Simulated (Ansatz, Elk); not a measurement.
# How far do independent atoms describe K3Al?

Structure refinements treat a crystal as free atoms side by side. For a made-up structure of K3Al (cell and positions from a PBE relaxation) the runs below show what the calculated density changes in F(hkl).

Method: DFT, PBE, all-electron APW+lo, Dirac cores, scalar-relativistic bands, static density, no spin, in Elk 11.2.3 (patched build).

The structure was built from a prototype and need not be the compound's stable phase.

## Step 1: Starting point

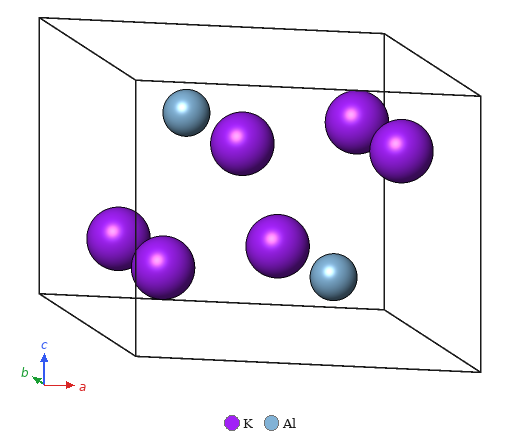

Start, viewed slightly off an axis; potassium purple, aluminium light blue.

## Step 2: Ground state and structure factors

An all-electron density is needed, since X-rays see the cores too. Task 0 finds the density and task 195 Fourier-transforms it; tshift is off so that phases refer to the origin typed.

The input, elk.in:

```
tasks
  0
  195

xctype
  20

spinpol
  .false.

rgkmax
  7.0

gmaxvr
  14.0

lmaxo
  7

lmaxapw
  8

swidth
  0.002

tshift
  .false.

ramdisk
  .false.

hmaxvr
  5.5

maxscl
  120

epspot
  1e-06

sppath
  './'

avec
  15.61201483396 0.00000000000 0.00000000000
  -7.80600741698 13.52040145047 -0.00000000000
  0.00000000000 -0.00000000000 12.31691935771

atoms
  2
  'K.in'
  6
  0.1796192917 0.3592385834 0.2500000000   0.000000 0.000000 0.000000
  0.1796192917 0.8203807083 0.2500000000   0.000000 0.000000 0.000000
  0.6407614166 0.8203807083 0.2500000000   0.000000 0.000000 0.000000
  0.8203807083 0.6407614166 0.7500000000   0.000000 0.000000 0.000000
  0.8203807083 0.1796192917 0.7500000000   0.000000 0.000000 0.000000
  0.3592385834 0.1796192917 0.7500000000   0.000000 0.000000 0.000000
  'Al.in'
  2
  0.3333333333 0.6666666667 0.7500000000   0.000000 0.000000 0.000000
  0.6666666667 0.3333333333 0.2500000000   0.000000 0.000000 0.000000

ngridk
  3 3 4
```

Started as:

```console
OMP_NUM_THREADS=4 elk
```

Numbers of over 12 decimals in the logs are rounded to 6 here.

Log:

```text
┌─────────────────────────┐
│ Elk code version 11.2.3 │
└─────────────────────────┘

All units are atomic (Hartree, Bohr, etc.)

┌─────────────────────────────────────────────────┐
│ Ground-state run starting from atomic densities │
└─────────────────────────────────────────────────┘

Lattice vectors :
   15.61201483       0.000000000       0.000000000
  -7.806007417       13.52040145      -0.000000000
   0.000000000      -0.000000000       12.31691936

Reciprocal lattice vectors :
  0.4024583229      0.2323594211       0.000000000
  -0.000000000      0.4647188421       0.000000000
  -0.000000000       0.000000000      0.5101263656

Unit cell volume      :    2599.864058
Brillouin zone volume :   0.9540891672E-01

Muffin-tin inner radius fraction :   0.1000000000E-01

Nuclei treated as point charges

Species : 1 (K)
 parameters loaded from : K.in
 name : potassium
 nuclear charge    :   -19.00000000
 electronic charge :    19.00000000
 atomic mass :    71271.84090
 muffin-tin radius :    2.400000000
 number of radial points in muffin-tin :    993
 inner part over the whole radius :   0.9891652203E-02
 number on inner part of muffin-tin    :    697
 approximate nuclear radius :   0.6514746337E-04
 number of mesh points to nuclear radius :    319
 atomic positions (lattice), magnetic fields (Cartesian) :
  1 :   0.17961929  0.35923858  0.25000000    0.00000000  0.00000000  0.00000000
  2 :   0.17961929 -0.17961929  0.25000000    0.00000000  0.00000000  0.00000000
  3 :  -0.35923858 -0.17961929  0.25000000    0.00000000  0.00000000  0.00000000
  4 :  -0.17961929 -0.35923858 -0.25000000    0.00000000  0.00000000  0.00000000
  5 :  -0.17961929  0.17961929 -0.25000000    0.00000000  0.00000000  0.00000000
  6 :   0.35923858  0.17961929 -0.25000000    0.00000000  0.00000000  0.00000000

Species : 2 (Al)
 parameters loaded from : Al.in
 name : aluminium
 nuclear charge    :   -13.00000000
 electronic charge :    13.00000000
 atomic mass :    49184.33496
 muffin-tin radius :    2.200000000
 number of radial points in muffin-tin :    793
 inner part over the whole radius :   0.9821194981E-02
 number on inner part of muffin-tin    :    552
 approximate nuclear radius :   0.5839653600E-04
 number of mesh points to nuclear radius :    244
 atomic positions (lattice), magnetic fields (Cartesian) :
  1 :   0.33333333 -0.33333333 -0.25000000    0.00000000  0.00000000  0.00000000
  2 :  -0.33333333  0.33333333  0.25000000    0.00000000  0.00000000  0.00000000

Total number of atoms per unit cell :    8
Total muffin-tin volume :    436.6394909
 ratio of muffin-tin to unit cell volume :   0.1679470469

Spin treatment :
 spin-unpolarised

Number of Bravais lattice symmetries :   24
Number of crystal symmetries         :   24
Crystal has inversion symmetry
Real symmetric eigensolver will be used

k-point grid :      3     3     4
k-point offset :    0.000000000       0.000000000       0.000000000
k-point set is reduced with full crystal symmetry group
Total number of k-points :        9

Muffin-tin radius times maximum |G+k| :    7.000000000
 using average radius
Maximum |G+k| for APW functions       :    2.978723404
Maximum (1/2)|G+k|²                   :    4.436396560
Maximum |G| for potential and density :    14.00000000
Constant for pseudocharge density :    8
 order of it for each species :   15  15
 order of it for pair densities of each species (exact exchange by exxq0 0: 16) :   10   8
Radial integration step length :    1

G-vector grid sizes :     70    70    56
Number of G-vectors :   120445

Maximum angular momentum used for
 APW functions            :    8
 outer part of muffin-tin :    7
 inner part of muffin-tin :    2

Total nuclear charge    :   -140.0000000
Total core charge       :    68.00000000
Total valence charge    :    72.00000000
Total excess charge     :    0.000000000
Total electronic charge :    140.0000000

Effective Wigner radius, rₛ :    1.642774672

Number of empty states         :     32
[...]
Hartree                     :      1293.8862400512
 Madelung                    :     -4894.6761207007
 xc potential                :     -310.14328983566
 exchange                    :     -232.11624187043
 correlation                 :     -5.478940
 electron entropic           :    -0.27740351698747E-02
 total energy                :     -4099.8646987080

Density of states at Fermi energy :    206.4893677
 (states/Hartree/unit cell)

Estimated indirect band gap :   0.7868008236E-03
 from k-point 3 to k-point 1
Estimated direct band gap   :   0.2529914800E-02
 at k-point 1

Charges :
 core                        :    68.00000000
 valence                     :    72.00000000
 interstitial                :    12.41379203
 muffin-tins (core leakage)
  species : 1 (K)
[...]
species : 2 (Al)
[...]
total in muffin-tins        :    127.5862080
 total calculated charge     :    139.9990661
 total charge                :    140.0000000
 error                       :   0.9338894064E-03

RMS change in Kohn-Sham potential (target) :   0.4476657361     (  0.1000000000E-05)
Absolute change in total energy (target)   :   0.7226376696     (  0.1000000000E-03)

[... loops 3 to 13 left out ...]

┌──────────────────┐
│ Loop number : 14 │
└──────────────────┘

Energies :
 Fermi                       :     0.61292363327743E-01
 sum of occupied eigenvalues :     -2362.9341974566
 electron kinetic            :      4123.9612166065
 core electron kinetic       :      3789.7889617107
 Coulomb                     :     -7984.6664902644
 Coulomb potential           :     -6179.6111082621
 nuclear-nuclear             :     -518.50559272491
 electron-nuclear            :     -8760.7057341255
 Hartree                     :      1294.5448365860
 Madelung                    :     -4894.8609361334
 xc potential                :     -307.28430580102
 exchange                    :     -232.11157369726
 correlation                 :     -5.488664
 electron entropic           :    -0.28643675927690E-02
 total energy                :     -4098.3083759830

Density of states at Fermi energy :    220.3483791
 (states/Hartree/unit cell)

Estimated indirect band gap :   0.4178765656E-02
 from k-point 8 to k-point 7
Estimated direct band gap   :   0.1388329518E-01
 at k-point 4

Charges :
 core                        :    68.00000000
 valence                     :    72.00000000
 interstitial                :    12.42957773
 muffin-tins (core leakage)
  species : 1 (K)
[...]
species : 2 (Al)
[...]
total in muffin-tins        :    127.5704223
 total calculated charge     :    139.9990789
 total charge                :    140.0000000
 error                       :   0.9211287856E-03

RMS change in Kohn-Sham potential (target) :   0.5318178845E-06 (  0.1000000000E-05)
Absolute change in total energy (target)   :   0.7422042927E-04 (  0.1000000000E-03)

Convergence targets achieved

┌──────────────────┐
│ Loop number : 15 │
└──────────────────┘

Energies :
 Fermi                       :     0.61292392859210E-01
 sum of occupied eigenvalues :     -2362.9341807116
 electron kinetic            :      4123.9612326567
 core electron kinetic       :      3789.7889705515
 Coulomb                     :     -7984.6664916741
 Coulomb potential           :     -6179.6111146512
 nuclear-nuclear             :     -518.50559272491
 electron-nuclear            :     -8760.7057306869
 Hartree                     :      1294.5448317377
 Madelung                    :     -4894.8609343485
 xc potential                :     -307.28429871708
 exchange                    :     -232.11157335432
 correlation                 :     -5.488664
 electron entropic           :    -0.28643664841915E-02
 total energy                :     -4098.3083610490

Density of states at Fermi energy :    220.3484085
 (states/Hartree/unit cell)

Estimated indirect band gap :   0.4178665892E-02
 from k-point 8 to k-point 7
Estimated direct band gap   :   0.1388331099E-01
 at k-point 4

Charges :
 core                        :    68.00000000
 valence                     :    72.00000000
 interstitial                :    12.42957963
 muffin-tins (core leakage)
  species : 1 (K)
[...]
atom 6                    :    17.58244081     ( -0.1018048295E-06)
  species : 2 (Al)
   atom 1                    :    11.03788776     (  0.4561991816E-03)
   atom 2                    :    11.03788776     (  0.4561991816E-03)
 total in muffin-tins        :    127.5704204
 total calculated charge     :    139.9990789
 total charge                :    140.0000000
 error                       :   0.9211289952E-03

┌──────────────────────────────┐
│ Self-consistent loop stopped │
└──────────────────────────────┘

Warning : core states of species 2 leak from the muffin-tin :   0.4561991816E-03

Wrote STATE.OUT
```

Wall time 42 s (4 threads of AMD EPYC 9B45 (Zen 5), shared host); peak memory 0.59 GiB; 88 s of CPU time.

SFACRHO.OUT:

```text

h k l indices transformed by vhmat matrix:
   1.000000000       0.000000000       0.000000000    
   0.000000000       1.000000000       0.000000000    
   0.000000000       0.000000000       1.000000000    

      h      k      l  multipl.   |H|            Re(F)            Im(F)           |F|

      0      0      0      1   0.0000000       140.00000     -0.92320199E-16   140.00000    
      1      0      0      6  0.46471884      -4.4260050     -0.10147602E-13   4.4260050    
      0      0      1      2  0.51012637      0.31242096E-13 -0.10147602E-13  0.32848781E-13
      1      0     -1      6  0.69006703       14.847215     -0.67650678E-14   14.847215    
      1      0      1      6  0.69006703      -14.847215      0.12402624E-13   14.847215    
     -2      1      0      6  0.80491665      -8.7701330      0.65767962E-14   8.7701330    
      0     -2      0      6  0.92943768      -55.759186     -0.27060271E-13   55.759186    
     -2      1     -1     12  0.95295315     -0.11937637E-07  0.45100452E-14  0.11937637E-07
      0      0     -2      2   1.0202527      -110.51944     -0.81723710E-15   110.51944    
     -2      0      1      6   1.0602280       92.580350      0.42845430E-13   92.580350    
      2     -2     -1      6   1.0602280      -92.580350      0.95838461E-14   92.580350    
      0      1      2      6   1.1211063       3.0087192      -0.0000000       3.0087192    
      0      1     -2      6   1.1211063       3.0087192      0.45100452E-14   3.0087192    
     -1      3      0     12   1.2295305       19.975687     -0.41717918E-13   19.975687    
     -1     -1      2     12   1.2995409       7.8485574      0.21818432E-13   7.8485574    
     -3      1     -1     12   1.3311552       1.4215911      0.73288235E-14   1.4215911    
      1      2      1     12   1.3311552      -1.4215911     -0.29879050E-13   1.4215911    
      2      0      2      6   1.3801341       48.576637     -0.33825339E-13   48.576637
```

Elk indexes on the primitive cell of elk.in and gives |H| = 4π sin θ/λ in inverse bohr. Below, one row stands for each form hkl of the conventional cell (m members, Friedel mates merged), F is for one primitive cell and the density is static (no thermal factor). Free-atom factors are Waasmaier and Kirfel's, and R is Σm||F|−|F'||/Σm|F|.

```
hkl   m  sin θ/λ (Å⁻¹)  abs F, DFT  neutral atoms   diff.
100   6          0.070       4.426          4.156  +0.270
001   2          0.077       0.000          0.000  +0.000
101  12          0.104      14.847         15.088  -0.241
110   6          0.121       8.770          8.892  -0.122
200   6          0.140      55.759         55.819  -0.060
111  12          0.143       0.000          0.000  +0.000
002   2          0.153     110.519        110.825  -0.306
201  12          0.159      92.580         92.714  -0.134
102  12          0.169       3.009          3.171  -0.162
210  12          0.185      19.976         19.903  +0.073
112  12          0.195       7.849          7.621  +0.228
211  24          0.200       1.422          1.569  -0.147
202  12          0.207      48.577         48.575  +0.002
300   6          0.210      10.537         10.393  +0.144
```

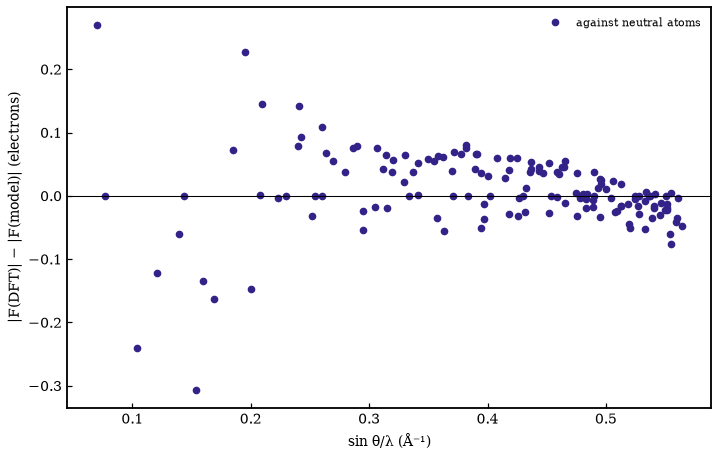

Difference between the calculated structure factors and the independent-atom ones.

## Step 3: The highest occupied states alone

An energy window below the Fermi level keeps the highest occupied states, to see at which angles they scatter; shallow core shells can lie inside it and anion s states outside. No new self-consistency is needed.

elk.in: that of step 2 with these lines changed.

```diff
@@ -1,3 +1,2 @@
 tasks
-  0
   195
@@ -40,2 +39,5 @@
 
+wsfac
+  -0.379700 0.361290
+
 sppath
```

Started as:

```console
OMP_NUM_THREADS=4 elk
```

Log:

```text
┌─────────────────────────────────┐
│ Elk code version 11.2.3 started │
└─────────────────────────────────┘

Info(readinput): the functional depends on the density's gradient
 muffin-tin radial points multiplied by    2.00000
 (not where nrmtscf is given)

┌────────────────────┐
│ Current task : 195 │
└────────────────────┘

Info(sfacrho): density structure factors written to SFACRHO.OUT

 Energy window :  -0.3797000000      0.3612900000

┌──────────────────┐
│ Elk code stopped │
└──────────────────┘
```

Run time: 18 s. Hardware: 4 threads; peak memory 0.32 GiB; 19 s of CPU time.

States within 12 eV below the Fermi level hold 12.00 electrons; any levels below the window count with the cores. Their amplitudes can exceed the total, where window and core parts have opposite phase:

```
hkl  sin θ/λ (Å⁻¹)  abs F, window  abs F, all
100          0.070          2.269       4.426
001          0.077          0.000       0.000
101          0.104          2.580      14.847
110          0.121          2.299       8.770
200          0.140          0.678      55.759
111          0.143          0.000       0.000
002          0.153          0.781     110.519
201          0.159          0.692      92.580
102          0.169          0.285       3.009
210          0.185          0.213      19.976
```

## Step 4: Another functional

The difference from free atoms is small, so it is set against the change that PBEsol makes.

elk.in: that of step 3 with these lines changed.

```diff
@@ -1,2 +1,3 @@
 tasks
+  0
   195
@@ -4,3 +5,3 @@
 xctype
-  20
+  22
 
@@ -39,5 +40,2 @@
 
-wsfac
-  -0.379700 0.361290
-
 sppath
```

Started as:

```console
OMP_NUM_THREADS=4 elk
```

Log:

```text
┌─────────────────────────┐
│ Elk code version 11.2.3 │
└─────────────────────────┘

All units are atomic (Hartree, Bohr, etc.)

┌─────────────────────────────────────────────────┐
│ Ground-state run starting from atomic densities │
└─────────────────────────────────────────────────┘

Lattice vectors :
   15.61201483       0.000000000       0.000000000
  -7.806007417       13.52040145      -0.000000000
   0.000000000      -0.000000000       12.31691936

Reciprocal lattice vectors :
  0.4024583229      0.2323594211       0.000000000
[...]
muffin-tins (core leakage)
  species : 1 (K)
[...]
species : 2 (Al)
   atom 1                    :    11.03111924     (  0.4638393251E-03)
   atom 2                    :    11.03111924     (  0.4638393251E-03)
 total in muffin-tins        :    127.5305997
 total calculated charge     :    139.9990634
 total charge                :    140.0000000
 error                       :   0.9365856374E-03

┌──────────────────────────────┐
│ Self-consistent loop stopped │
└──────────────────────────────┘

Warning : core states of species 2 leak from the muffin-tin :   0.4638393251E-03

Wrote STATE.OUT
[key lines of the parts left out:]
total energy                :     -4092.5544240844
```

The job ended after 42 s (4 threads; peak memory 0.6 GiB; 88 s of CPU time).

Against the first run R = 0.04 %; the largest change is -0.047 at 002.

## Step 5: Basis size

A smaller basis shows how fast F responds to it; the change is likely larger than the basis error of the first run, but doesn't show convergence.

elk.in: that of step 4 with these lines changed.

```diff
@@ -5,3 +5,3 @@
 xctype
-  22
+  20
 
@@ -11,3 +11,3 @@
 rgkmax
-  7.0
+  5.5
```

Started as:

```console
OMP_NUM_THREADS=4 elk
```

Log:

```text
┌─────────────────────────┐
│ Elk code version 11.2.3 │
└─────────────────────────┘

All units are atomic (Hartree, Bohr, etc.)

┌─────────────────────────────────────────────────┐
│ Ground-state run starting from atomic densities │
└─────────────────────────────────────────────────┘

Lattice vectors :
   15.61201483       0.000000000       0.000000000
  -7.806007417       13.52040145      -0.000000000
   0.000000000      -0.000000000       12.31691936

Reciprocal lattice vectors :
  0.4024583229      0.2323594211       0.000000000
[...]
muffin-tins (core leakage)
  species : 1 (K)
[...]
species : 2 (Al)
   atom 1                    :    11.03495419     (  0.4568860695E-03)
   atom 2                    :    11.03495419     (  0.4568860695E-03)
 total in muffin-tins        :    127.4081225
 total calculated charge     :    139.9990403
 total charge                :    140.0000000
 error                       :   0.9597041381E-03

┌──────────────────────────────┐
│ Self-consistent loop stopped │
└──────────────────────────────┘

Warning : core states of species 2 leak from the muffin-tin :   0.4568860695E-03

Wrote STATE.OUT
[key lines of the parts left out:]
total energy                :     -4098.1871817739
```

Wall time 33 s (4 threads); peak memory 0.41 GiB.

Against the first run R = 0.05 %; the largest change is +0.055 at 224.

## Step 6: Settings against the effect

```
          run  R against the first run (%)  R against neutral atoms, low angle (%)  wall time
PBE, rgkmax 7                         0.00                                    0.39       42 s
       PBEsol                         0.04                                    0.36       42 s
   rgkmax 5.5                         0.05                                    0.37       33 s
```

## Step 7: What came out

| Item | Value |
| --- | --- |
| R against neutral atoms, sin θ/λ < 0.3 Å⁻¹ | 0.39 % |
| R against neutral atoms, 0.3 to 0.56 Å⁻¹ | 0.18 % |

What this shows: Independent neutral atoms miss the calculated amplitudes by R = 0.39 % below 0.3 Å⁻¹ and 0.18 % from there to 0.56 Å⁻¹; by shells, 0.95 % below 0.15 Å⁻¹ (4 forms), 0.34 % 0.15 to 0.3 (21 forms), 0.22 % 0.3 to 0.45 (47 forms), 0.14 % above 0.45 (61 forms). Bonding, aspherical density and the tables' own atoms all enter these figures, and the runs don't part them. The largest change of an amplitude is -0.31 electrons, at 002. The window's part falls from 12.0 electrons at the origin to at most 0.11 between 0.45 and 0.56 Å⁻¹. Below 0.3 Å⁻¹ the changes that finished (PBEsol and rgkmax 5.5) move F by R = 0.06 % at most, against the 0.39 % that separates it from free atoms. The k-mesh has no finished test. Part of the difference isn't bonding: the tables are fits to free atoms and ions calculated by other methods than this functional. Thermal motion, anomalous dispersion and extinction are left out.

[Logs are printed without paths, hosts, clocks, repeated set-up lines and the standing remarks that a program may print on its own settings, such as how far it seeks lower states.]

[Hosts, paths, dates, database ids (printed as entryN), source tags and the programs' standing remarks are cut or masked in the printed files.]
